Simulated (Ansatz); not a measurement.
## Phonon calculation, with input and output: SiH2F4

System: SiH2F4.
Method: RKS PBE/def2-SVP (Ansatz 0.2.0).

It belongs to a series of runs on one base structure; here: vibrations at the highest image of the band.

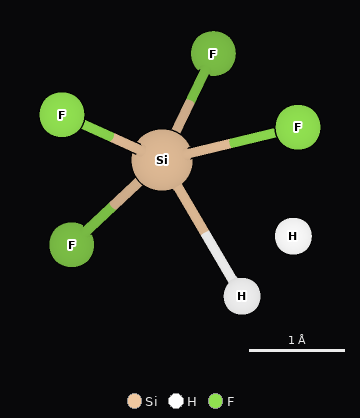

**Figure 1.** The structure as given in the input (ball-and-stick view, seen at a tilt).

### Input file
```yaml
crystal:
  periodic: [false, false, false]
  atoms:
    - { symbol: Si, position_ang: [-0.373081, -0.061186, -0.132743] }
    - { symbol: H, position_ang: [1.220386, -0.57054, -0.256839] }
    - { symbol: F, position_ang: [-0.664039, -1.216688, -1.244873] }
    - { symbol: F, position_ang: [-1.27144, -0.575701, 1.104805] }
    - { symbol: F, position_ang: [-0.878368, 1.257358, -0.914216] }
    - { symbol: H, position_ang: [1.307662, 0.173773, 0.425437] }
    - { symbol: F, position_ang: [0.658782, 0.992983, 1.018529] }
basis:
  gaussian: { orbitals: def2-SVP }
hamiltonian:
  xc: pbe
phonons: {}
```

Machine: 2 threads of Intel Xeon (Sapphire Rapids), 16 GiB of memory available, shared host.

Run as:
```bash
ansatz run input.yaml --threads 2 --pin off --max-ram 3072MiB --backend cpu --events-out ev --progress --plain --runs-dir out
```

### What the program printed
```
Engine: ansatz 0.2.0, x86_64-unknown-linux-gnu
Functional definition: PBE
  parameter kappa = 0.804
  parameter beta = 0.06672455060314922
  exchange = pbe_x(kappa = kappa, mu = beta*pi^2/3)
  correlation = pbe_c(beta = beta)
904 factors; their error is unknown
mean field evaluation 1: about -18751.2568 eV, gradient 5.6e1 eV
mean field evaluation 2: about -18737.5537 eV, gradient 1.1e2 eV
mean field evaluation 4: about -18755.9087 eV, gradient 3.6e0 eV
mean field evaluation 8: about -18755.9257 eV, gradient 6.9e-2 eV
mean field evaluation 16: about -18755.8582 eV, gradient 3.4e-5 eV
mean field -18755.85820264 eV, -689.2650757695 hartree, gradient 3.4e-5 eV, S^2 0.000000; 0 other end points of the search recorded, 0 dependent functions left out
the calculation of the forces begins
reference -18755.85822770 eV, -689.2650766906 hartree; 26, 26 occupied and 58, 58 virtual orbitals, 904 factors
these checks for a lower state are left out or cut short: stability, starts, cluster_reference, orbital_swaps, neighbouring_geometries, increment
904 factors; their error is unknown
mean field -18755.85809880 eV, -689.2650719537 hartree, gradient 1.6e-6 eV, S^2 0.000000; 0 other end points of the search recorded, 0 dependent functions left out
[... from here on the field's lines of each further geometry are left out, up to the last ...]
the calculation of the forces begins
reference -18755.85820585 eV, -689.2650758876 hartree; 26, 26 occupied and 58, 58 virtual orbitals, 904 factors
these checks for a lower state are left out or cut short: stability, starts, cluster_reference, orbital_swaps, neighbouring_geometries, increment
904 factors; their error is unknown
mean field -18755.85815762 eV, -689.2650741154 hartree, gradient 2.3e-6 eV, S^2 0.000000; 0 other end points of the search recorded, 0 dependent functions left out
the calculation of the forces begins
reference -18755.85818269 eV, -689.2650750366 hartree; 26, 26 occupied and 58, 58 virtual orbitals, 904 factors
WARN: phonons: modes at or below zero, which the zero-point energy, F, S and C_V leave out: 1, the lowest at -890.57 cm⁻¹. A minimum has none, and a first-order saddle one
Total energy: -18755.85822770 eV, -689.2650766906 hartree
Atom 0 at    -0.373081    -0.061186    -0.132743 Å, force     0.002732    -0.001597    -0.002421 eV/Å
Atom 1 at     1.220386    -0.570540    -0.256839 Å, force    -0.000754     0.002452    -0.001294 eV/Å
Atom 2 at    -0.664039    -1.216688    -1.244873 Å, force    -0.000258    -0.001970     0.001958 eV/Å
Atom 3 at    -1.271440    -0.575701     1.104805 Å, force    -0.001756     0.001991    -0.000434 eV/Å
Atom 4 at    -0.878368     1.257358    -0.914216 Å, force    -0.000157     0.000440     0.000430 eV/Å
Atom 5 at     1.307662     0.173773     0.425437 Å, force     0.001767    -0.001506    -0.002859 eV/Å
Atom 6 at     0.658782     0.992983     1.018529 Å, force    -0.001574     0.000191     0.004621 eV/Å
Dipole moment:     0.446127    -0.054316     0.041917 e Å
Vibrations: -890.57 144.91 188.73 304.33 371.81 400.82 418.23 715.08 807.75 966.66 985.61 1097.55 1189.29 1843.99 2055.74 cm⁻¹, zero-point energy 0.712320 eV
```

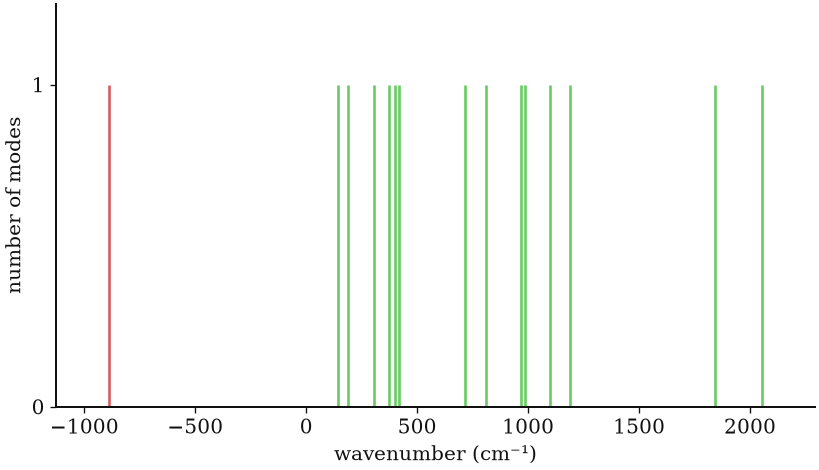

**Figure 2.** Harmonic vibrational wavenumbers from the force constants; neighbouring modes closer than 13 cm⁻¹ are counted in one stick, and imaginary ones are drawn at negative wavenumbers. 15 modes from 891i to 2056 cm⁻¹, 1 imaginary beyond 8i (891i cm⁻¹): a first-order saddle point, if the geometry is stationary.

### Key numbers

| quantity | value |
| --- | --- |
| outcome | converged |
| total energy | −18755.8582 eV |
| mean-field energy | −18755.8582 eV |
| largest force (length of the vector) | 0.005 eV/Å |
| wall time | 20 s (CPU time 38 s) |
| peak memory | 0.13 GiB |
